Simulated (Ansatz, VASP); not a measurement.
# Cross-check of SnO2 (Cassiterite) between VASP and Ansatz, part 3 of 3

One calculation is typed for both programs; each brings its own data sets. How far apart do they land? The cell is taken from a series of VASP runs on this material, whose earlier steps may have relaxed, scaled or displaced it; both programs get it as it stands. Valence electrons are named where the data sets of a main pair hold unlike numbers.

VASP 6.6.1 and Ansatz 0.2.0.

So far. Step 7 (VASP: band structure, r2SCAN): The run ends at a pressure of 3.49 GPa, with forces up to 0.082 eV/Å. Step 10 (VASP: band structure, r2SCAN, spin-orbit coupling): The run ends at a pressure of 3.42 GPa, with forces up to 0.081 eV/Å.

**11. Ansatz: band structure, r2SCAN, spin-orbit coupling**

Level of this step: Ansatz beside VASP: Kohn-Sham DFT, plane waves, r2SCAN, spin-orbit coupling (Ansatz).

The same cell, functional, mesh and smearing now go to Ansatz, which takes its cutoff from its data sets.

The cell is taken from a series of VASP runs on this material, whose earlier steps may have relaxed, scaled or displaced it; both programs get it as it stands.

Input file input.yaml:

```yaml
crystal:
  lattice:
    - [4.738, 0.0, 0.0]
    - [0.0, 4.738, 0.0]
    - [0.0, 0.0, 3.1865]
  atoms:
    - { symbol: Sn, position: [0.5, 0.5, 0.5] }
    - { symbol: Sn, position: [0.0, 0.0, 0.0] }
    - { symbol: O, position: [0.8059385347, 0.1940614653, 0.5] }
    - { symbol: O, position: [0.6940614653, 0.6940614653, 0.0] }
    - { symbol: O, position: [0.1940614653, 0.8059385347, 0.5] }
    - { symbol: O, position: [0.3059385347, 0.3059385347, 0.0] }
hamiltonian:
  xc: r2scan
  pseudopotentials: { kind: paw_fr }
magnetization:
  noncollinear: true
  spin_orbit: true
kpoints:
  mp_grid: { grid: [6, 6, 6] }
  band_path:
    path:
      - [0.0, 0.0, 0.0]
      - [0.0, 0.14286, 0.0]
      - [0.0, 0.28571, 0.0]
      - [0.0, 0.5, 0.0]
      - [0.07143, 0.5, 0.0]
      - [0.28571, 0.5, 0.0]
      - [0.42857, 0.5, 0.0]
      - [0.42857, 0.42857, 0.0]
      - [0.28571, 0.28571, 0.0]
      - [0.07143, 0.07143, 0.0]
      - [0.0, 0.0, 0.0]
      - [0.0, 0.0, 0.14286]
      - [0.0, 0.0, 0.35714]
      - [0.0, 0.0, 0.5]
      - [0.0, 0.14286, 0.5]
      - [0.0, 0.28571, 0.5]
      - [0.0, 0.5, 0.5]
      - [0.07143, 0.5, 0.5]
      - [0.28571, 0.5, 0.5]
      - [0.42857, 0.5, 0.5]
      - [0.5, 0.5, 0.5]
      - [0.28571, 0.28571, 0.5]
      - [0.14286, 0.14286, 0.5]
      - [0.0, 0.5, 0.0]
      - [0.0, 0.5, 0.14286]
      - [0.0, 0.5, 0.35714]
      - [0.0, 0.5, 0.5]
      - [0.5, 0.5, 0.14286]
      - [0.5, 0.5, 0.28571]
      - [0.5, 0.5, 0.5]
    npoints: 1
scf:
  occupations: { method: gaussian, width: 0.03 }
  n_extra_bands: 18
output:
  forces: true
  stress: true
  eigenvalues: true
```

Started as:

```console
> ansatz run input.yaml --threads 4 --pin off --max-ram 9216MiB --backend cpu --events-out ev --progress --plain --runs-dir out
```

Numbers of over 12 decimals in the logs are rounded to 6 here.

Log:

```text
[...]
non-collinear run that drives no moment, with spin-orbit: no starting moment large enough to seed its density (crystal.atoms[].spin), no starting occupations that ask for one, no magnetisation constraint and no magnetic field, so the semilocal B_xc is pinned to zero
Crystal: 6 atoms, lattice volume = 71.533 Å³
[...]
k-point 1: bands = [... 48 lower, 8.3301, 8.3301, 8.8453, 8.8453, 12.4808, 12.4808, 16.5720, 16.5720, ... 14 higher]
  k-point 2: bands = [... 48 lower, 8.0788, 8.0788, 8.2114, 8.2114, 14.6175, 14.6175, 16.9018, 16.9018, ... 14 higher]
  k-point 39: bands = [... 48 lower, 8.2173, 8.2173, 8.2173, 8.2173, 14.7466, 14.7466, 14.7466, 14.7466, ... 14 higher]
[key lines of the parts left out:]
SCF converged after 8 iterations
Magnetization: |M| = 0.0000 μB,  M = (+0.0000, +0.0000, +0.0000) μB
Free energy (F): -14331.846928 eV
Fermi energy:    10.051730 eV
P = ⅓ Tr σ = 3.0162 GPa (30.162 kbar)
```

Elapsed: 23 s, on 4 threads of Intel Xeon at 2.60GHz (Ice Lake), shared host; peak memory 1.1 GiB; 86 s of CPU time.

**12. Differences**

What differs besides the data sets and the points named for the pairs above, as far as they apply: spin-orbit coupling enters by fully relativistic files in Ansatz and inside the spheres in VASP. Total energies have different zeros and are not compared.

The two programs side by side:

| quantity | Ansatz | VASP | difference |
| --- | --- | --- | --- |
| pressure (GPa) | 3.02 | 3.42 | -0.41 |
| pressure without Ansatz's Pulay correction (GPa) | 2.93 | 3.42 | -0.49 |
| gap over the path points (eV) | 1.940 | 1.964 | -0.024 |

Forces (eV/Å; atoms numbered as in POSCAR):

```csv
atom,"Ansatz x, y, z","VASP x, y, z"
Sn1,"0.000, 0.000, 0.000","0.000, 0.000, 0.000"
Sn2,"0.000, 0.000, 0.000","0.000, 0.000, 0.000"
O3,"-0.037, 0.037, 0.000","-0.057, 0.057, 0.000"
O4,"0.037, 0.037, 0.000","0.057, 0.057, 0.000"
O5,"0.037, -0.037, 0.000","0.057, -0.057, 0.000"
O6,"-0.037, -0.037, 0.000","-0.057, -0.057, 0.000"
```

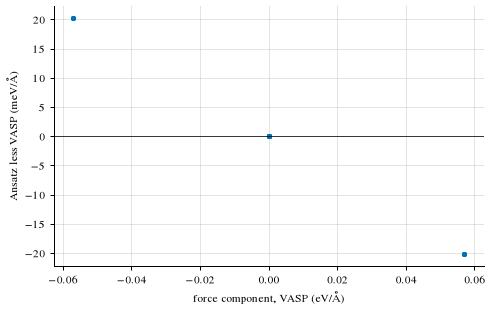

Difference of the force components against their size.

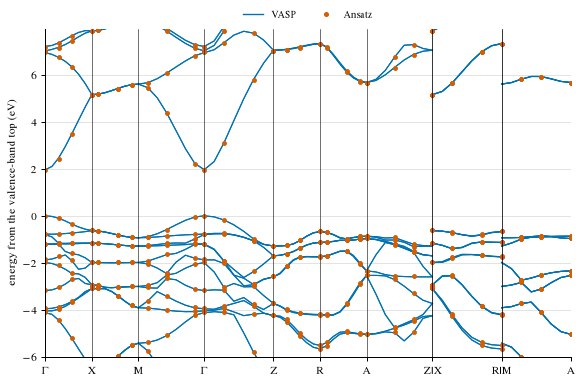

Bands from VASP (lines) and levels from Ansatz (dots). Dots without a line are higher empty bands that the VASP plot leaves out.

Levels at points of the path, from each program's valence-band top (eV; 8 filled, then empty):

```csv
k (reciprocal lattice),Ansatz,VASP
0.000 0.000 0.000,-1.19 -1.19 -0.79 -0.79 -0.77 -0.77 0.00 0.00 1.94 1.94 6.96 6.96 7.01 7.01,-1.20 -1.20 -0.80 -0.80 -0.78 -0.78 0.00 0.00 1.96 1.96 6.95 6.95 7.03 7.03
0.000 0.143 0.000,-1.17 -1.17 -1.16 -1.16 -0.76 -0.76 -0.10 -0.10 2.44 2.44 6.75 6.75 7.17 7.17,-1.19 -1.19 -1.17 -1.17 -0.77 -0.77 -0.10 -0.10 2.46 2.46 6.75 6.75 7.17 7.17
0.000 0.286 0.000,-1.17 -1.17 -1.15 -1.15 -0.72 -0.72 -0.35 -0.35 3.48 3.48 6.33 6.33 7.44 7.44,-1.19 -1.19 -1.17 -1.17 -0.73 -0.73 -0.35 -0.35 3.50 3.50 6.34 6.34 7.45 7.45
0.000 0.500 0.000,-1.15 -1.15 -1.15 -1.15 -0.62 -0.62 -0.62 -0.62 5.15 5.15 5.15 5.15 7.87 7.87,-1.17 -1.17 -1.17 -1.17 -0.63 -0.63 -0.63 -0.63 5.16 5.16 5.16 5.16 7.88 7.88
0.071 0.500 0.000,-1.15 -1.15 -1.15 -1.15 -0.64 -0.64 -0.64 -0.64 5.17 5.17 5.17 5.17 7.89 7.89,-1.17 -1.17 -1.17 -1.17 -0.65 -0.65 -0.65 -0.65 5.18 5.18 5.18 5.18 7.90 7.90
0.286 0.500 0.000,-1.22 -1.22 -1.22 -1.22 -0.82 -0.82 -0.82 -0.82 5.42 5.42 5.42 5.42 8.14 8.14,-1.24 -1.24 -1.24 -1.24 -0.82 -0.82 -0.82 -0.82 5.43 5.43 5.43 5.43 8.15 8.15
0.429 0.500 0.000,-1.27 -1.27 -1.27 -1.27 -0.92 -0.92 -0.92 -0.92 5.58 5.58 5.58 5.58 8.28 8.28,-1.28 -1.28 -1.28 -1.28 -0.92 -0.92 -0.92 -0.92 5.59 5.59 5.59 5.59 8.29 8.29
0.429 0.429 0.000,-1.27 -1.27 -1.25 -1.25 -0.92 -0.92 -0.89 -0.89 5.45 5.45 5.66 5.66 8.25 8.25,-1.29 -1.29 -1.27 -1.27 -0.93 -0.93 -0.89 -0.89 5.46 5.46 5.67 5.67 8.26 8.26
0.286 0.286 0.000,-1.24 -1.24 -1.16 -1.16 -0.86 -0.86 -0.58 -0.58 4.37 4.37 6.07 6.07 7.87 7.87,-1.26 -1.26 -1.18 -1.18 -0.87 -0.87 -0.59 -0.59 4.39 4.39 6.08 6.08 7.87 7.87
0.071 0.071 0.000,-1.17 -1.17 -0.98 -0.98 -0.78 -0.78 -0.05 -0.05 2.21 2.21 6.82 6.82 7.13 7.13,-1.19 -1.19 -0.99 -0.99 -0.79 -0.79 -0.05 -0.05 2.23 2.23 6.82 6.82 7.14 7.14
```

The forces differ by 13 meV/Å r.m.s., which is 35.5 % of the r.m.s. force of 0.038 eV/Å (both taken over all components). Among the levels compared at these points, filled levels agree within 18 meV and empty ones within 26 meV. Ansatz's pressure holds a Pulay correction of 0.08 GPa; VASP's holds none.

**13. Other set-ups**

Further runs change the set-up of one program: Ansatz's method, potentials or start, or VASP's data sets, cutoff or form of LDA. The table gives Ansatz less VASP for each quantity, since a change that brings one quantity closer may part another.

```csv
run,r.m.s. force difference (meV/Å),pressure (GPa),gap over the path points (eV),pressure without Ansatz's Pulay correction (GPa)
as above,13,-0.41,-0.024,-0.49
cores kept as stored,13,-0.36,-0.025,-0.45
Ansatz's larger PAW set (cutoff 900 eV),14,-0.34,-0.025,-0.40
norm-conserving potentials (cutoff 1250 eV),21,-0.95,-0.069,-1.0
```

**14. What came out**

* largest difference of a filled level at the path points (band structure, PBE): 8.8 meV
* r.m.s. force difference (band structure, PBE): 7.7 meV/Å
* r.m.s. force difference (band structure, r2SCAN): 13 meV/Å
* r.m.s. force difference (band structure, r2SCAN, spin-orbit coupling): 13 meV/Å

**Reading.** The r.m.s. force difference is 13 meV/Å (band structure, r2SCAN, spin-orbit coupling), beyond the 12 meV/Å picked in this series as the mark of a large difference. Band structure, PBE, Ansatz's all-electron LAPW method: the difference in pressure goes from 0.094 to 0.044 GPa; the difference in gap over the path points goes from 0.0085 to 0.012 eV. Band structure, r2SCAN, norm-conserving potentials (cutoff 1290 eV): r.m.s. force difference goes from 13 to 17 meV/Å; the difference in pressure goes from -0.43 to -0.60 GPa; the difference in gap over the path points goes from -0.029 to -0.056 eV. Band structure, r2SCAN, spin-orbit coupling, norm-conserving potentials (cutoff 1250 eV): r.m.s. force difference goes from 13 to 21 meV/Å; the difference in pressure goes from -0.41 to -0.95 GPa; the difference in gap over the path points goes from -0.024 to -0.069 eV; the difference in pressure without Ansatz's Pulay correction goes from -0.49 to -1.0 GPa. 1 further run of this series is not shown here. How closely two codes agree says nothing of how well the functional describes the real material.

[Lines on the potential files, build, host, timing and source positions are cut from VASP's logs without a mark.]

[Logs are printed without paths, hosts, clocks, repeated set-up lines and the standing remarks that a program may print on its own settings, such as how far it seeks lower states.]

[Hosts, paths, dates, database ids (printed as entryN), source tags and the programs' standing remarks are cut or masked in the printed files.]
